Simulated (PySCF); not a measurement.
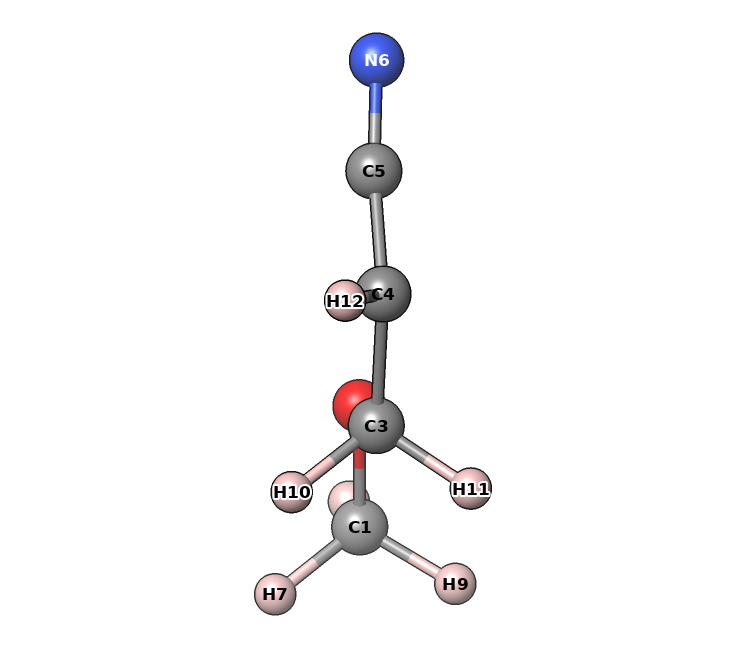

O2 lies behind C3. The molecule seen nearly along the C3–O2 bond, C3 in front. Distant atoms are faded towards the background colour. Charge −1, singlet. Geometry: a distorted geometry made from a computed GFN2-xTB structure, not a minimum.

What is the torsion angle C4–C3–O2–C1? The sign is positive where the front bond must turn clockwise to cover the back bond.

Answer. 177°, antiperiplanar (anti).
